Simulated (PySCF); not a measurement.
CH₈GeSSi (SMILES C[SiH2][S][GeH3])

The calculation's input:

```
{"job": {"kind": "uv", "xc": "CAM-B3LYP", "basis": "def2-SVPD", "nstates": 8, "ntriplets": 3}, "charge": 0, "multiplicity": 1}
C     -1.705238     0.542608     0.305217
Si    -0.864270    -1.071195    -0.225702
S      0.959904    -0.637864    -1.315431
Ge     2.126586     0.379625     0.234000
H     -1.123777     1.060106     1.066131
H     -2.691579     0.349387     0.715878
H     -1.821800     1.219469    -0.538056
H     -0.507360    -1.890211     0.934214
H     -1.625606    -1.817417    -1.218437
H      3.494484     0.618071    -0.323768
H      1.524578     1.703009     0.623674
H      2.235276    -0.456273     1.480974
```

Command:

```sh
OMP_NUM_THREADS=1 python probes_run.py task.json out
```

Geometry: GFN2-xTB.

Theory: PySCF, CAM-B3LYP/def2-SVPD, SCF density, gas phase.

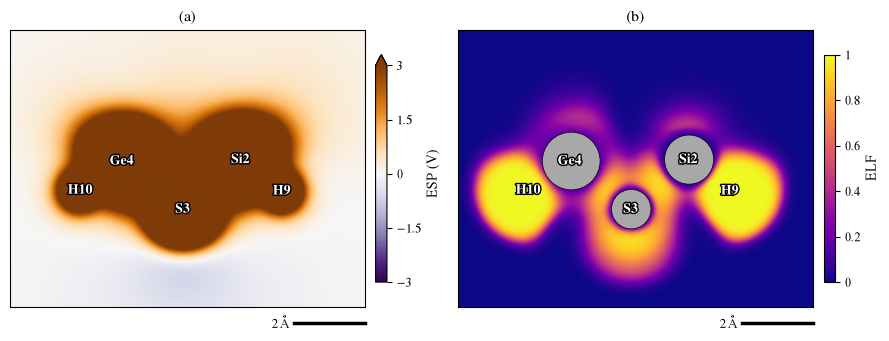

Figure 1. (a) electrostatic potential; (b) ELF on the plane of atoms Si2, S3 and Ge4. Grey discs cover the atomic cores in the ELF map.

### Interpret the plot.

- Atoms in the plane: Si, S, Ge and H.
- Si–S (2.17 Å): the ELF peaks at about 0.90 between the atoms; a shared electron pair.
- Ge–S (2.19 Å): the ELF peaks at about 0.85 in the valence shell of S, 0.9 Å from its nucleus, and is about 0.75 at the midpoint.
- Si–H (1.46 Å): the ELF climbs to about 1 towards the hydrogen, as it does in any bond to H.
- Ge–H (1.50 Å): the ELF climbs to about 1 towards the hydrogen.
- The ELF also peaks beside S3, away from the bonds: lone-pair regions.
- Outside the dense part of the molecule the potential is most negative (−0.7 V) near S3.

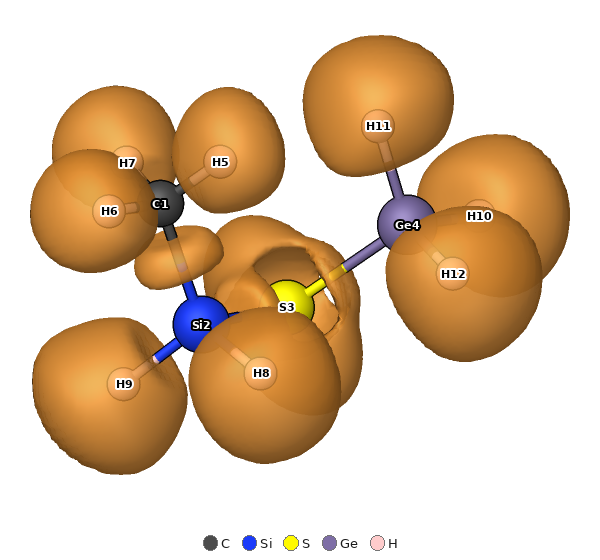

Figure 2. Isosurface of the ELF at 0.8 (orange), seen at a tilt. Core shells and regions of very low density are left out.

### What do the ELF domains correspond to?

At this value the surface marks out one region between bonded C–Si atoms (shared pairs), eight regions around hydrogen nuclei and one region on S in which the atom's valence shell and bonds are merged. Along the contacts the grid gives the following. C–Si (1.90 Å): the ELF peaks at about 0.95 between the atoms: localised, covalent bonding.

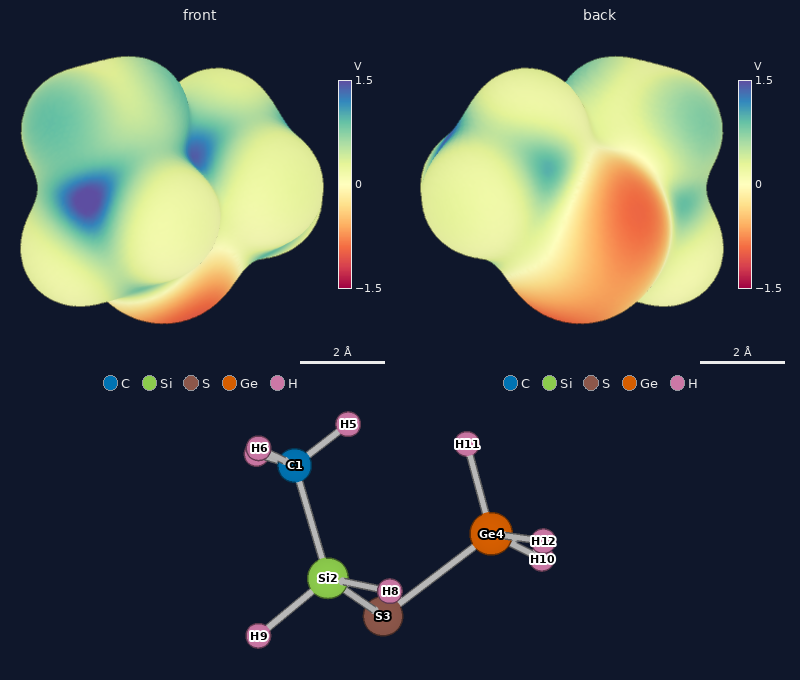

Figure 3. The electrostatic potential painted on the density surface at 0.002 e/bohr³, seen from the front and from behind; red is negative and blue positive. The bare structure is drawn below in the same view.

### Which sites attract a positive test charge, and which a negative one?

A positive charge is drawn to the negative regions and a negative charge to the positive ones. The most negative region (about −0.9 V) lies over S3, the most positive (about +1.4 V) over Si2 and Ge4.
